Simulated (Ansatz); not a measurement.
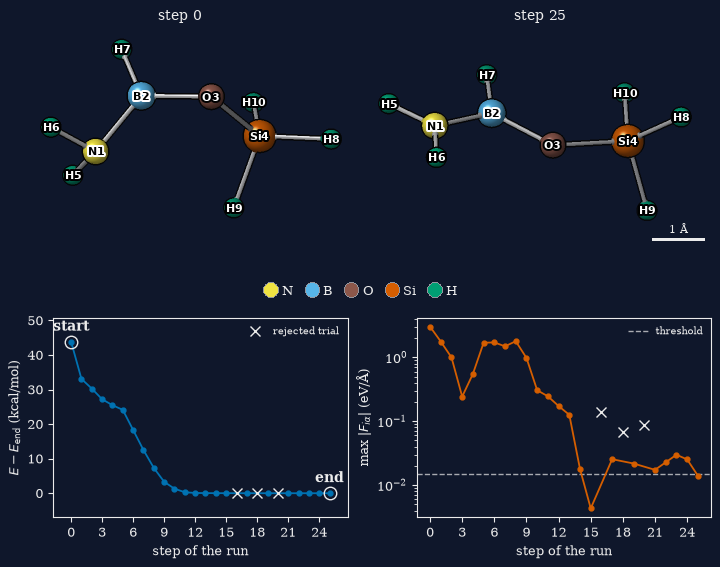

First and last geometry of a relaxation of BSiNH$_{6}$O, with the history of the run. Style: ball-and-stick. Shown at a tilt.

The run prepares an end point of a later path (inversion) calculation, from a guessed geometry.

The calculation used RKS PBE0-D4/6-31G* (Ansatz).

Input file:
```yaml
crystal:
  periodic: [false, false, false]
  atoms:
    - { symbol: "N", position_ang: [-1.4549, 0.9823, -0.4343] }
    - { symbol: B, position_ang: [-0.1203, 0.9667, 0.1759] }
    - { symbol: O, position_ang: [0.146, -0.0122, 1.2046] }
    - { symbol: Si, position_ang: [0.9078, -1.3665, 0.3944] }
    - { symbol: H, position_ang: [-1.3755, 0.9145, -1.4953] }
    - { symbol: H, position_ang: [-1.873, 2.0055, -0.2799] }
    - { symbol: H, position_ang: [0.7327, 1.7611, -0.1352] }
    - { symbol: H, position_ang: [1.1995, -2.4024, 1.3753] }
    - { symbol: H, position_ang: [-0.1464, -1.9026, -0.5111] }
    - { symbol: H, position_ang: [2.0671, -0.9976, -0.2915] }
basis:
  gaussian: { orbitals: "6-31G*" }
hamiltonian:
  xc: pbe0
  dispersion: d4
relax:
  f_tol: 0.015
  max_steps: 40
output:
  orbitals: {}
```

Command:
```bash
ansatz run input.yaml --threads 1 --pin off --max-ram 2048MiB --backend cpu --events-out ev --progress --plain --runs-dir out
```

**Did the run converge, and what did it change?**

It converged. The largest move after the best rigid fit is that of H5, 1.81 Å. Largest moves by element: H 1.81 Å, O 1.13 Å, N 0.65 Å, B 0.49 Å, Si 0.19 Å. Some distances before and after: N1–H6 1.116 → 1.009 Å, O3–Si4 1.752 → 1.656 Å, Si4–H10 1.397 → 1.491 Å, B2–O3 1.445 → 1.375 Å. Among the angles between lasting bonds that change: B2–O3–Si4 105.9° → 130.0°, B2–N1–H6 107.0° → 122.6°, B2–N1–H5 110.2° → 122.7°. Groups turn about B2–O3 by about 85°, O3–Si4 by about 55°. Over 22 accepted moves (25 points after the start) the energy falls by 43.8 kcal/mol. Largest force component: 3 eV/Å at the start, 0.014 eV/Å at the end. The line search rejected the trial steps at points 16, 18, 20 of the run. The forces were under the threshold at step 15, but the run went on from there. The run took about 110 core-seconds on a shared host.
